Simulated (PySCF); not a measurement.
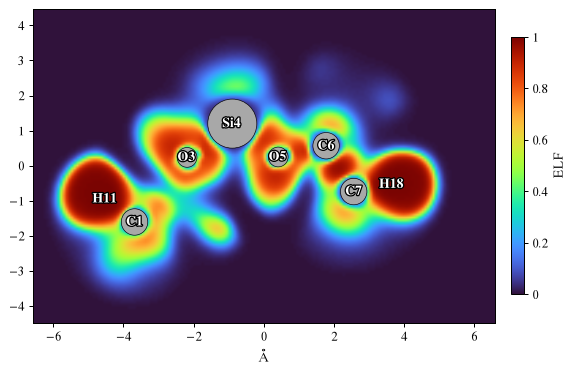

Figure. C5H14O2Si. Electron localisation function on the plane of atoms O3, Si4 and O5. Grey discs cover the atomic cores.

Geometry: GFN2-xTB.

Theory: PBE0/pcSseg-1, SCF density, gas phase, non-relativistic (PySCF 2.14.0).

Input

```
{"job": {"kind": "nmr", "xc": "PBE0", "basis": "pcSseg-1"}, "charge": 0, "multiplicity": 1}
C      3.852467     0.372695     0.135629
C      2.581515    -0.461800     0.193583
O      1.810852    -0.222711    -0.951648
Si     0.287434    -0.627816    -1.278416
O     -0.623797    -0.101998    -0.048074
C     -2.004130    -0.207650     0.181081
C     -2.299575     0.408797     1.546091
C     -2.797519     0.482751    -0.923049
H      3.598949     1.428626     0.090730
H      4.460401     0.187605     1.017550
H      4.422968     0.116095    -0.753350
H      2.003104    -0.207785     1.089197
H      2.832413    -1.529608     0.239753
H      0.099757    -2.077896    -1.423265
H      0.097599     0.097444    -2.526100
H     -2.273340    -1.274594     0.196724
H     -1.715353    -0.091429     2.314327
H     -3.355351     0.310352     1.782847
H     -2.030258     1.462038     1.538006
H     -2.594069     0.005394    -1.878001
H     -3.862195     0.423881    -0.713568
H     -2.502283     1.526995    -0.986983
```

Command:

```sh
OMP_NUM_THREADS=1 python probes_run.py task.json out
```

Question: What does the map show?

Answer: The section cuts through C, O, Si and H sites.
C–O (1.40 Å): the ELF peaks at about 0.90 between the atoms (a polar covalent bond).
C–C (1.53 Å): the ELF peaks at about 0.95 between the atoms: a shared electron pair.
Si–O (1.61 Å): the ELF peaks at about 0.90 between the atoms (a short, strongly polar bond).
C–H (1.09 Å): the ELF climbs to about 1 towards the hydrogen, as it does in any bond to H (a covalent bond by its length).
The ELF also peaks beside O5 and O3, away from the bonds: lone-pair regions.
